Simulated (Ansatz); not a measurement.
# singlet GeNH4O+: levels of theory compared

Aim: a comparison of 6 runs (HF/STO-3G, HF/def2-SVPD, B3LYP/6-31G*, wB97X/def2-SVPD, MP2/def2-SVPD, CCSD(T)/def2-SVPD) of singlet GeNH4O+. 

Program for the calculation: Ansatz 0.2.0.

66 further runs of the same task are left out: 66 set aside as unsound or not needed.

**1. The molecule**

GeNH4O+ has 7 atoms, charge +1, and is taken as a singlet. As SMILES of the parent species, `[NH][GeH2][OH]`. Geometry: relaxed at PBE0-D4/def2-TZVP. This is one conformer, not always the lowest. That shape belongs to the parent species and isn't relaxed for this state.

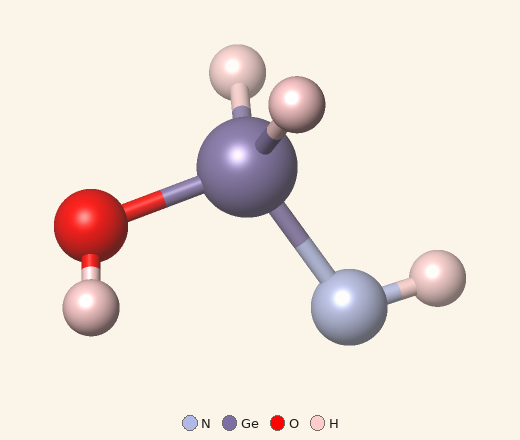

The structure, seen from a chosen angle (nitrogen light blue, germanium purple, oxygen red, hydrogen pink).

**2. A single-point energy at HF/STO-3G (run 1)**

Contents of in.yaml:

```yaml
crystal:
  periodic: [false, false, false]
  atoms:
    - symbol: N
      position_ang: [-1.180000, -0.629600, -0.704300]
    - symbol: Ge
      position_ang: [0.091800, 0.357900, 0.227300]
    - symbol: O
      position_ang: [1.488100, -0.708500, 0.454200]
    - symbol: H
      position_ang: [-2.073700, -0.127300, -0.724700]
    - symbol: H
      position_ang: [0.468500, 1.575300, -0.644200]
    - symbol: H
      position_ang: [-0.348300, 0.758200, 1.642900]
    - symbol: H
      position_ang: [1.614800, -1.294000, -0.296700]
basis:
  gaussian: {orbitals: STO-3G}
total_charge: 1
accuracy: high
hamiltonian: {xc: hf}
output: {orbitals: {seedname: orbitals}}
```

Command:

```sh
$ ansatz run in.yaml --threads 1 --pin off --max-ram 3480MiB --events-out events.jsonl --progress --plain --runs-dir runs
```

The program printed:

```text
Warning: RAYON_NUM_THREADS=1 ignored (pool sized by the plan → 1); use --threads N
Functional definition: HF
  name "HF"
  exchange = exact_x
  correlation = 0
542 factors; integrals over basis functions are off by at most 5.2e-9 eV
mean field evaluation 1: about -59352.0334 eV, gradient 3.1e1 eV
mean field evaluation 2: about -59352.0916 eV, gradient 3.1e1 eV
mean field evaluation 4: about -59356.4584 eV, gradient 3.7e0 eV
mean field evaluation 8: about -59356.6215 eV, gradient 5.9e-2 eV
mean field -59356.61778606 eV, -2181.3154702770 hartree, gradient 2.4e-8 eV, S^2 0.000000; 0 other end points of the search recorded, 0 dependent functions left out
reference -59356.61778606 eV, -2181.3154702770 hartree; 25, 25 occupied and 7, 7 virtual orbitals, 542 factors
Total energy: -59356.61778606 eV, -2181.3154702770 hartree
```

Run time: 0.32 s. Hardware: 1 thread of Arm Neoverse V1, shared host.

**3. A single-point energy at HF/def2-SVPD (run 2)**

Contents of in.yaml:

```yaml
crystal:
  periodic: [false, false, false]
  atoms:
    - {symbol: N, position_ang: [-1.180000, -0.629600, -0.704300]}
    - {symbol: Ge, position_ang: [0.091800, 0.357900, 0.227300]}
    - {symbol: O, position_ang: [1.488100, -0.708500, 0.454200]}
    - {symbol: H, position_ang: [-2.073700, -0.127300, -0.724700]}
    - {symbol: H, position_ang: [0.468500, 1.575300, -0.644200]}
    - {symbol: H, position_ang: [-0.348300, 0.758200, 1.642900]}
    - {symbol: H, position_ang: [1.614800, -1.294000, -0.296700]}
basis:
  gaussian: {orbitals: def2-SVPD}
total_charge: 1
hamiltonian: {xc: hf}
accuracy: high
output: {orbitals: {seedname: orbitals}}
```

Command:

```sh
$ ansatz run in.yaml --threads 1 --pin off --max-ram 3480MiB --events-out events.jsonl --progress --plain --runs-dir runs
```

The program printed:

```text
Warning: RAYON_NUM_THREADS=1 ignored (pool sized by the plan → 1); use --threads N
[... 4 set-up lines as earlier in the session ...]
2284 factors; integrals over basis functions are off by at most 4.7e-9 eV
mean field evaluation 1: about -60023.1241 eV, gradient 6.5e1 eV
mean field evaluation 2: about -60023.1717 eV, gradient 6.5e1 eV
mean field evaluation 4: about -60033.8659 eV, gradient 6.7e0 eV
mean field evaluation 8: about -60034.3605 eV, gradient 3.8e-1 eV
mean field evaluation 16: about -60019.1587 eV, gradient 6.6e1 eV
mean field evaluation 32: about -60027.7735 eV, gradient 5.4e1 eV
mean field -60034.36281159 eV, -2206.2221405735 hartree, gradient 7.9e-8 eV, S^2 0.000000; 0 other end points of the search recorded, 0 dependent functions left out
reference -60034.36281159 eV, -2206.2221405735 hartree; 25, 25 occupied and 88, 88 virtual orbitals, 2284 factors
Total energy: -60034.36281159 eV, -2206.2221405735 hartree
```

It took 6 s on 1 thread of Arm Neoverse V1, shared host; peak memory 0.36 GiB.

Runs 3 to 4 aren't shown in full; the table further down has their settings and results.

**4. A single-point energy at MP2/def2-SVPD (run 5)**

Contents of input.yaml:

```yaml
basis:
  gaussian: {orbitals: def2-SVPD}
crystal:
  periodic: [false, false, false]
  atoms:
    - {symbol: N, position_ang: [-1.180000, -0.629600, -0.704300]}
    - {symbol: Ge, position_ang: [0.091800, 0.357900, 0.227300]}
    - {symbol: O, position_ang: [1.488100, -0.708500, 0.454200]}
    - {symbol: H, position_ang: [-2.073700, -0.127300, -0.724700]}
    - {symbol: H, position_ang: [0.468500, 1.575300, -0.644200]}
    - {symbol: H, position_ang: [-0.348300, 0.758200, 1.642900]}
    - {symbol: H, position_ang: [1.614800, -1.294000, -0.296700]}
correlation: {method: mp2, frozen_orbitals: {Ge: 9, H: 0, "N": 1, O: 1}}
total_charge: 1
accuracy: high
```

Command:

```sh
$ ansatz run input.yaml --threads 1 --pin off --max-ram 3480MiB --events-out events.jsonl --progress --plain --runs-dir runs
```

The program printed:

```text
Warning: RAYON_NUM_THREADS=1 ignored (pool sized by the plan → 1); use --threads N
[... 4 set-up lines as earlier in the session ...]
2284 factors; integrals over basis functions are off by at most 4.7e-9 eV
mean field evaluation 1: about -60023.1241 eV, gradient 6.5e1 eV
mean field evaluation 2: about -60023.1717 eV, gradient 6.5e1 eV
mean field evaluation 4: about -60033.8659 eV, gradient 6.7e0 eV
mean field evaluation 8: about -60034.3605 eV, gradient 3.8e-1 eV
mean field evaluation 16: about -60019.1587 eV, gradient 6.6e1 eV
mean field -60034.36281159 eV, -2206.2221405735 hartree, gradient 7.9e-8 eV, S^2 0.000000; 2 other end points of the search recorded, 0 dependent functions left out; unrestricted orbitals would lower it
mean field evaluation 32: about -60034.4876 eV, gradient 1.5e1 eV
unrestricted determinant -60035.44336647 eV, -2206.2618502326 hartree, S^2 0.9307
11 core orbitals not correlated: weight in the atoms' cores, before any rotation towards them, 1.000 or more for the frozen orbitals, at most 0.000 for the correlated occupied ones
reference -60034.36281159 eV, -2206.2221405735 hartree; 14, 14 occupied and 88, 88 virtual orbitals, 2284 factors
second order -15.26573189 eV of doubles, -0.00000000 eV of singles
Total energy: -60049.62854348 eV, -2206.7831458728 hartree
```

It took 11 s on 1 thread of Arm Neoverse V1, shared host; peak memory 0.43 GiB.

**5. A single-point energy at CCSD(T)/def2-SVPD (run 6)**

Contents of run.yaml:

```yaml
crystal:
  periodic: [false, false, false]
  atoms:
    - {symbol: N, position_ang: [-1.180000, -0.629600, -0.704300]}
    - {symbol: Ge, position_ang: [0.091800, 0.357900, 0.227300]}
    - {symbol: O, position_ang: [1.488100, -0.708500, 0.454200]}
    - {symbol: H, position_ang: [-2.073700, -0.127300, -0.724700]}
    - {symbol: H, position_ang: [0.468500, 1.575300, -0.644200]}
    - {symbol: H, position_ang: [-0.348300, 0.758200, 1.642900]}
    - {symbol: H, position_ang: [1.614800, -1.294000, -0.296700]}
basis:
  gaussian:
    orbitals: def2-SVPD
total_charge: 1
correlation:
  method: ccsd_t
  frozen_orbitals: {Ge: 9, H: 0, "N": 1, O: 1}
accuracy: high
scf:
  omitted_lower_state_checks: [cluster_reference, increment]
```

Command:

```sh
$ ansatz run run.yaml --threads 1 --pin off --max-ram 3480MiB --events-out events.jsonl --progress --plain --runs-dir runs
```

The program printed:

```text
Warning: RAYON_NUM_THREADS=1 ignored (pool sized by the plan → 1); use --threads N
[... 12 lines left out ...]
11 core orbitals not correlated: weight in the atoms' cores, before any rotation towards them, 1.000 or more for the frozen orbitals, at most 0.000 for the correlated occupied ones
[... 60 lines left out ...]
Total energy: -60051.44542581 eV, -2206.8499150669 hartree
Checks for a lower state left out: cluster_reference, increment
```

It took 90 s on 1 thread of Arm Neoverse V1, shared host; peak memory 0.94 GiB.

**6. Overview of the runs**

| run | level | Cartesian functions | frozen core orbitals | energy (Eh) | HOMO energy (eV) | LUMO energy (eV) | HOMO–LUMO gap (eV) | wall time |
| --- | --- | --- | --- | --- | --- | --- | --- | --- |
| 1 | HF/STO-3G | no | – | -2181.315470 | -15.42 | -6.34 | 9.09 | 0.32 s |
| 2 | HF/def2-SVPD | no | – | -2206.222141 | -18.24 | -8.82 | 9.41 | 6 s |
| 3 | B3LYP/6-31G* (Cartesian functions) | yes | – | -2208.686041 | -14.38 | -13.02 | 1.36 | 7.2 s |
| 4 | wB97X/def2-SVPD | no | – | -2208.574882 | -16.92 | -11.11 | 5.81 | 45 s |
| 5 | MP2/def2-SVPD | no | 11 | -2206.783146 | – | – | – | 11 s |
| 6 | CCSD(T)/def2-SVPD | no | 11 | -2206.849915 | – | – | – | 90 s |

**7. Results**

```
                                           quantity           value
                                run 6: total energy  -2206.84992 Eh
run 6: correlation energy (11 core orbitals frozen)      -627.8 mEh
                              run 6: (T) correction      -26.00 mEh
                               run 6: T1 diagnostic           0.060
```

Below the HF energy at the same shape and in the same basis (def2-SVPD): MP2 -561.0 mEh; CCSD(T) -627.8 mEh. Over runs 1, 2, 3, 4 the HOMO–LUMO gap runs from 1.36 eV (B3LYP/6-31G*) to 9.41 eV (HF/def2-SVPD). The two ends differ in method and basis. Totals of different functionals can't be ranked against each other. In run 6 the T1 diagnostic is large, so a single reference may not serve. In runs 5, 6 the log says that unrestricted orbitals would lower the reference, so the values rest on an unstable closed-shell determinant (other closed-shell runs at this shape may share the fault). In run 1 the basis is minimal, so the values are rough. All runs together took 2.7 min, the longest 90 s.
